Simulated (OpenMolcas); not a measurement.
# Ru⁴⁺ among point charges: CASSCF and CASPT2 levels and susceptibility

How does a field of 3 point charges split the states of Ru⁴⁺, and what χT follows?

Method: state-averaged CASSCF and CASPT2, spin-orbit coupling by RASSI with atomic mean-field integrals. Code: OpenMolcas 26.06.

### Step 1. The system

| Item | Value |
| --- | --- |
| Species | Ru⁴⁺ (ruthenium, Z = 44, 40 electrons) |
| Basis | ANO-RCC-VDZP [6s5p3d1f], 43 functions |
| Scalar Hamiltonian | DKH2, point nucleus |
| Inactive shells | 1s 2s 2p 3s 3p 3d 4s 4p |
| Active space | 4 electrons in 5 orbitals (4d) |
| Some configurations of this space | 4d⁴ |
| Orbitals | optimised for each spin and parity, averaged over all roots |

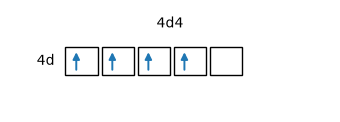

The shells outside the core, filled by Hund's rule for the drawing.

The ion sits among 3 point charges of -3 e arranged as a planar triangle (D3h), 1.95 Å from the ion.

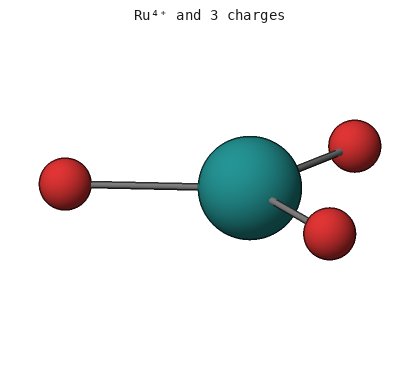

The ion and the point charges (red).

Each step is its own input file, run in one work folder so that later steps find the files of earlier ones. Labels, J, g values, rates, χT and fits are worked out afterwards by a script from the matrices that RASSI stores.

### Step 2. Basis and integrals

a.inp reads:

```
&GATEWAY
Coord
1

Ru 0.0 0.0 0.0
Basis=ANO-RCC-VDZP
Group=NoSym
NoMove
AngMom=0.0 0.0 0.0
AMFI
XField
3 Angstrom 0
1.950000 0.000000 0.000000 -3.000000
-0.975000 1.688750 0.000000 -3.000000
-0.975000 -1.688750 0.000000 -3.000000
&SEWARD
```

On the command line:

```sh
OMP_NUM_THREADS=1 MOLCAS_MEM=1689 MOLCAS_PROJECT=a pymolcas a.inp > a.log
```

### Step 3. CASSCF: quintets, 5 roots

a.inp reads:

```
&RASSCF
FileOrb=start.orb
Symmetry=1
Spin=5
nActEl=4 0 0
Inactive=18
Ras2=5
CIRoot=5 5 1
SDav=5
CIMx=300
Iter=120 100
PrWF=0.3
OrbListing=Nothing
MaxOrb=0
>>> COPY $Project.JobIph JOB001
```

start.orb holds the contracted functions of the basis, ordered by shell, or the orbitals of the step before.

### Step 4. Reference wave functions, triplets, 45 roots

a.inp reads:

```
&RASSCF
FileOrb=start.orb
Symmetry=1
Spin=3
nActEl=4 0 0
Inactive=18
Ras2=5
CIRoot=45 45 1
SDav=45
CIMx=300
Iter=120 100
PrWF=0.3
OrbListing=Nothing
MaxOrb=0
>>> COPY $Project.JobIph JOB002
```

### Step 5. CASSCF: singlets, 50 roots

a.inp reads:

```
&RASSCF
FileOrb=start.orb
Symmetry=1
Spin=1
nActEl=4 0 0
Inactive=18
Ras2=5
CIRoot=50 50 1
SDav=50
CIMx=300
Iter=120 100
PrWF=0.3
OrbListing=Nothing
MaxOrb=0
>>> COPY $Project.JobIph JOB003
```

### Step 6. State interaction with spin-orbit coupling

a.inp reads:

```
&RASSI
NrOfJobIphs=3 5 45 50
1 2 3 4 5
1 2 3 4 5 6 7 8 9 10 11 12 13 14 15 16 17 18 19 20 21 22 23 24 25 26 27
28 29 30 31 32 33 34 35 36 37 38 39 40 41 42 43 44 45
1 2 3 4 5 6 7 8 9 10 11 12 13 14 15 16 17 18 19 20 21 22 23 24 25 26 27
28 29 30 31 32 33 34 35 36 37 38 39 40 41 42 43 44 45 46 47 48 49 50
IphNames
JOB001
JOB002
JOB003
EJob
SpinOrbit
DIPRint=1.0
SOCoupling=1000.0
Subsets=2
Property=9
'ANGMOM' 1 'ANGMOM' 2 'ANGMOM' 3 'MLTPL  1' 1 'MLTPL  1' 2 'MLTPL  1' 3
'AMFI' 1 'AMFI' 2 'AMFI' 3
SOProperty=3
'ANGMOM' 1 'ANGMOM' 2 'ANGMOM' 3
```

### Step 7. CASPT2: IPEA 0.25, imaginary shift 0.1 (closed shells correlated: 4s 4p)

a.inp reads:

```
>>> COPY JOB001 $Project.JobIph
&CASPT2
Multistate=5 1 2 3 4 5
NoMult
Frozen=14
IPEA=0.25
Imaginary=0.1
MaxIter=60
WThr=0.0 0.3 0.05
PrWF=0.5
NoMix
>>> COPY JOB002 $Project.JobIph
&CASPT2
Multistate=45 1 2 3 4 5 6 7 8 9 10 11 12 13 14 15 16 17 18 19 20 21 22
23 24 25 26 27 28 29 30 31 32 33 34 35 36 37 38 39 40 41 42 43 44 45
NoMult
Frozen=14
IPEA=0.25
Imaginary=0.1
MaxIter=60
WThr=0.0 0.3 0.05
PrWF=0.5
NoMix
>>> COPY JOB003 $Project.JobIph
&CASPT2
Multistate=50 1 2 3 4 5 6 7 8 9 10 11 12 13 14 15 16 17 18 19 20 21 22
23 24 25 26 27 28 29 30 31 32 33 34 35 36 37 38 39 40 41 42 43 44 45 46
47 48 49 50
NoMult
Frozen=14
IPEA=0.25
Imaginary=0.1
MaxIter=60
WThr=0.0 0.3 0.05
PrWF=0.5
NoMix
```

(Steps that only read results are left out.)

Q: Predict the outcome of this session. Wanted: spin-free ground state; first state of the same spin within the active space; lowest level; next level.

The runs gave:

| quantity | value |
| --- | --- |
| method | SS-CASPT2, IPEA 0.25, imaginary shift 0.1 (closed shells correlated: 4s 4p) |
| spin-free ground state | 5E, 2-fold in its orbital part |
| first state of the same spin within the active space | 5E at 18700 cm⁻¹ |
| lowest level | 1-fold A1 |
| next level | 18.1 cm⁻¹ |
| χT at 300 K | 1.01 cm³ K/mol |
| effective moment at 300 K | 2.84 μB |

Cost by method:

| method | time of its own steps | time with the reference |
| --- | --- | --- |
| A. CASSCF | 20 s | 20 s |
| B. SS-CASPT2, IPEA 0.25, imaginary shift 0.1, +4s 4p | 6.3 s | 26 s |

Times are of one thread on a shared host.

What this shows: The spin-free ground state (5E) comes to 100 % from free-ion D terms and keeps the highest spin of the shell. χT at 300 K is 1.01, against 3.01 cm³ K/mol for the spin alone, so spin-orbit coupling lowers it. An active space of the d shell alone favours high spin; real ions in strong fields can be low spin. CASPT2 does not keep the components of a term degenerate, and the means are used. The field of point charges can differ much from that of real complexes. With metal d orbitals alone active, the gaps between spin states are rough; where two lie within a few thousand cm-1, their order is open. This is an electrostatic model: the charges have no orbitals.
